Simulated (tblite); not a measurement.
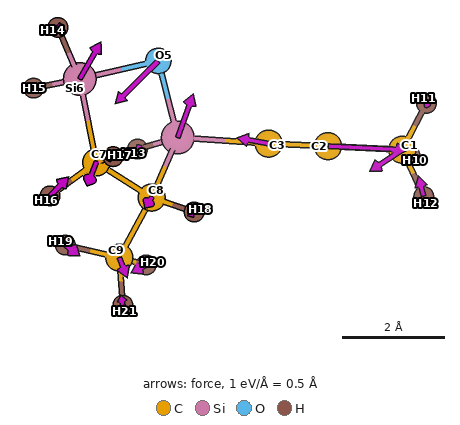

Starting geometry of C$_{6}$H$_{12}$OSi$_{2}$ with the computed forces as purple arrows. A ball-and-stick model, seen at a tilt.

All numbers below come from GFN2-xTB geometry optimisation, gas phase (tblite 0.8.0). 

> What follows when this structure is relaxed?

It isn't relaxed: the largest force vector, on a C atom, is 3.27 eV/Å. The final displacements have little in common with the starting forces (cosine between the two patterns 0.13). An H atom moves most after the best rigid fit: 1.62 Å. By element the largest moves are H 1.62 Å, O 0.58 Å, Si 0.45 Å, C 0.41 Å. Some distances before and after: O–Si 1.741 → 1.637 Å, C–Si 1.856 → 1.916 Å, C–C 1.500 → 1.445 Å, O–Si 1.695 → 1.645 Å. Bond angles that change, for instance: Si–O–Si 100.1° → 119.5°, Si–C–C 106.9° → 115.4°, H–C–H 114.8° → 109.0°. Groups turn about C–Si by about 60°, O–Si by about 55°, C–C by about 40°. After 160 geometry steps the energy has fallen by 1.014 eV.
